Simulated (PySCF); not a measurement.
**BH (charge −1, doublet): density, localisation and related maps**

```yaml
atoms:
  - { symbol: B, position_ang: [0.0000, 0.0000, -0.1068] }
  - { symbol: H, position_ang: [0.0000, 0.0000, 1.1672] }
```

All numbers below come from PBE0/aug-cc-pVDZ-DK/X2C, spin-free X2C-1e, Gaussian nucleus, at a bond length of 1.274 Å (PySCF).

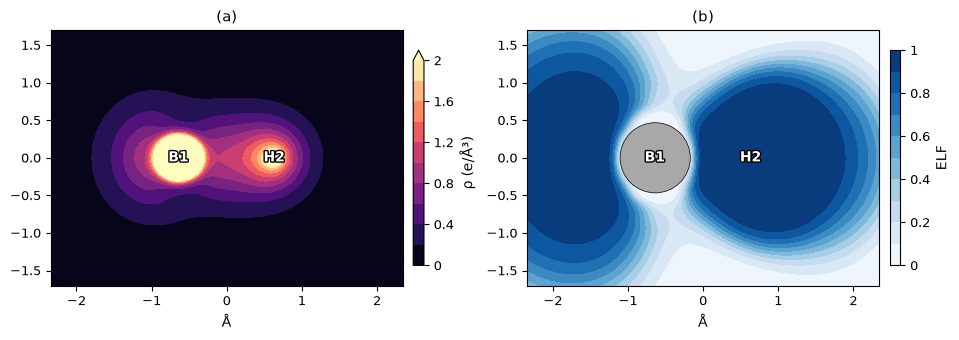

Figure 1. (a) electron density; (b) electron localisation function on a plane that holds the molecular axis. Grey discs cover the atomic cores in the ELF map.

**What do the fields say about this system?**

The plane passes through B and H nuclei. B–H (1.27 Å): ρ is about 1 e/Å³ halfway; the ELF climbs to about 1 towards the hydrogen, as it does in any bond to H. The ELF also peaks beside B1, away from the bonds: non-bonding electrons, paired or unpaired.

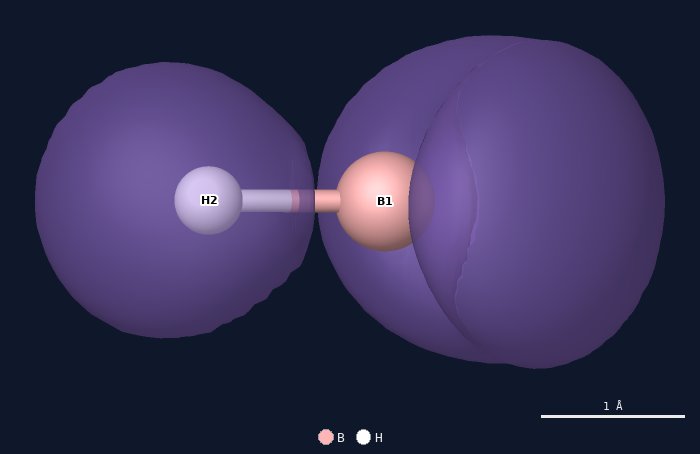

Figure 2. Isosurface of the electron localisation function at 0.9 (purple), seen from one side. Only the valence region is drawn (cores and ρ < 0.01 e/Å³ removed).

**Where are the electrons localised?**

At this value the surface marks out one region around a hydrogen nucleus and one lobe on B, pointing away from the bonds (non-bonding electrons).
